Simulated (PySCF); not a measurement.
# wB97M-V/pcseg-3 (nlc grid 1) run of AlH (SMILES [AlH])

What is the vertical singlet–triplet gap of AlH at wB97M-V/pcseg-3 (nlc grid 1)? 

Program for the calculation: PySCF 2.14.0.

**1. The system as given**

AlH has 2 atoms, charge 0, and is taken as a singlet. As SMILES, `[AlH]`. The shape comes from GFN2-xTB, which is rough for such elements, and wasn't checked as a minimum.

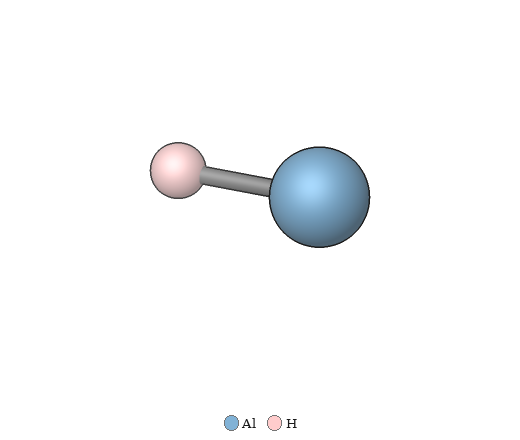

Viewed from a chosen angle; aluminium light blue, hydrogen pink.

**2. A single-point energy at wB97M-V/pcseg-3 (nlc grid 1)**

The input, input.py:

```python
from pyscf import gto, dft

molecule = gto.Mole()
molecule.atom = '''
Al   0.000000   0.000000   0.000000
H    0.000000   0.000000   1.613470
'''
molecule.charge = 0
molecule.max_memory = 1860
molecule.verbose = 3
molecule.basis = 'pcseg-3'
molecule.build()

calc0 = dft.RKS(molecule, xc='wb97m-v')
calc0.grids.level = 4
calc0.conv_tol = 1e-10
calc0.nlcgrids.level = 1
calc0.kernel()
if not calc0.converged:
    calc0 = calc0.newton().run(calc0.mo_coeff, calc0.mo_occ)

etot = calc0.e_tot
print('Final energy', etot)
```

Run with:

```sh
$ OMP_NUM_THREADS=1 python input.py
```

The program printed:

```text
converged SCF energy = -242.965415497467
Final energy -242.96541549746718
```

Run time: 16 s. Hardware: 1 thread of Arm Neoverse V2, shared host; peak memory 0.41 GiB.

**3. The triplet**

The input, input.py:

```python
from pyscf import gto, dft

mol = gto.M(
    atom='''
Al     0.000000     0.000000     0.000000
H      0.000000     0.000000     3.049016
''',
    spin=2,
    unit='bohr',
    verbose=4,
    basis='pcseg-3',
    max_memory=1860,
)

myscf = dft.UKS(mol, xc='wb97m-v')
myscf.grids.level = 4
myscf.conv_tol = 1e-10
myscf.nlcgrids.level = 1
myscf.kernel()
if not myscf.converged:
    myscf = myscf.newton().run(myscf.mo_coeff, myscf.mo_occ)

etot = myscf.e_tot
print(f'total energy: {etot:.8f} hartree')
```

Run with:

```sh
$ OMP_NUM_THREADS=1 python input.py
```

The program printed:

```text
PySCF version 2.14.0

[INPUT] num. atoms = 2
[INPUT] num. electrons = 14
[INPUT] charge = 0
[INPUT] spin (= nelec alpha-beta = 2S) = 2
[INPUT] symmetry False subgroup None
[INPUT] Mole.unit = bohr
[INPUT] Symbol           X                Y                Z      unit          X                Y                Z       unit  Magmom
[INPUT]  1 Al     0.000000000000   0.000000000000   0.000000000000 AA    0.000000000000   0.000000000000   0.000000000000 Bohr   0.0
[INPUT]  2 H      0.000000000000   0.000000000000   1.613469782930 AA    0.000000000000   0.000000000000   3.049016000000 Bohr   0.0

nuclear repulsion = 4.2636706399704
number of shells = 9
number of NR pGTOs = 144
number of NR cGTOs = 97
basis = pcseg-3
ecp = {}

******** <class 'pyscf.dft.uks.UKS'> ********
method = UKS
initial guess = minao
damping factor = 0
level_shift factor = 0
DIIS = <class 'pyscf.scf.diis.CDIIS'>
diis_start_cycle = 1
diis_space = 8
diis_damp = 0
SCF conv_tol = 1e-10
SCF conv_tol_grad = None
SCF max_cycles = 50
direct_scf = True
direct_scf_tol = 1e-13
number electrons alpha = 8  beta = 6
XC library pyscf.dft.libxc version 7.0.0
    S. Lehtola, C. Steigemann, M. J.T. Oliveira, and M. A.L. Marques.,  SoftwareX 7, 1–5 (2018)
XC functionals = wb97m-v
radial grids:
    Treutler-Ahlrichs [JCP 102, 346 (1995); DOI:10.1063/1.469408] (M4) radial grids

becke partition: Becke, JCP 88, 2547 (1988); DOI:10.1063/1.454033
pruning grids: <function nwchem_prune>
grids dens level: 4
symmetrized grids: False
atomic radii adjust function: <function treutler_atomic_radii_adjust>
** Following is NLC and NLC Grids **
NLC functional = wb97m-v
radial grids:
    Treutler-Ahlrichs [JCP 102, 346 (1995); DOI:10.1063/1.469408] (M4) radial grids

becke partition: Becke, JCP 88, 2547 (1988); DOI:10.1063/1.454033
pruning grids: <function nwchem_prune>
grids dens level: 1
symmetrized grids: False
atomic radii adjust function: <function treutler_atomic_radii_adjust>
small_rho_cutoff = 0
Set gradient conv threshold to 1e-05
tot grids = 44400
tot grids = 8824
init E= -242.779404312219

[... the frontier-level lines of each cycle are left out ...]



cycle= 1 E= -242.869684645661  delta_E= -0.0903  |g|= 0.108  |ddm|= 0.795
cycle= 2 E= -242.885988790591  delta_E= -0.0163  |g|= 0.0453  |ddm|= 0.288
cycle= 3 E= -242.887932318856  delta_E= -0.00194  |g|= 0.0149  |ddm|= 0.0727
cycle= 4 E= -242.888792159407  delta_E= -0.00086  |g|= 0.00637  |ddm|= 0.0648
cycle= 5 E= -242.888980648275  delta_E= -0.000188  |g|= 0.00316  |ddm|= 0.0286
cycle= 6 E= -242.889025917373  delta_E= -4.53e-05  |g|= 0.000927  |ddm|= 0.0155
cycle= 7 E= -242.889029047371  delta_E= -3.13e-06  |g|= 0.000195  |ddm|= 0.00416
cycle= 8 E= -242.889029129303  delta_E= -8.19e-08  |g|= 4.07e-05  |ddm|= 0.000744
cycle= 9 E= -242.889029133324  delta_E= -4.02e-09  |g|= 6.54e-06  |ddm|= 0.000183
cycle= 10 E= -242.889029133454  delta_E= -1.31e-10  |g|= 1.13e-06  |ddm|= 3.84e-05
cycle= 11 E= -242.889029133457  delta_E= -2.84e-12  |g|= 1.96e-07  |ddm|= 6.54e-06
Extra cycle  E= -242.889029133457  delta_E= 4.55e-13  |g|= 8.14e-08  |ddm|= 8.15e-07
converged SCF energy = -242.889029133457  <S^2> = 2.0032142  2S+1 = 3.002142
total energy: -242.88902913 hartree
```

Run time: 30 s. Hardware: 1 thread of Arm Neoverse V2, shared host; peak memory 0.42 GiB.

**4. Results**

At wB97M-V/pcseg-3 (nlc grid 1):

| quantity | value |
| --- | --- |
| singlet: total energy | -242.96542 Eh |
| singlet: dipole moment | 0.16 D |
| singlet: HOMO energy | -7.72 eV |
| singlet: LUMO energy | -0.22 eV |
| singlet: HOMO–LUMO gap | 7.50 eV |
| triplet: total energy | -242.88903 Eh |
| triplet: dipole moment | 0.71 D |
| triplet: HOMO energy (highest over α and β) | -5.64 eV |
| triplet: LUMO energy (lowest over α and β) | -1.93 eV |
| triplet: ⟨S²⟩ | 2.003 |
| vertical energy of the triplet above the singlet | 2.079 eV |

What this shows: At this shape the triplet lies 2.08 eV (48 kcal/mol) above the singlet.
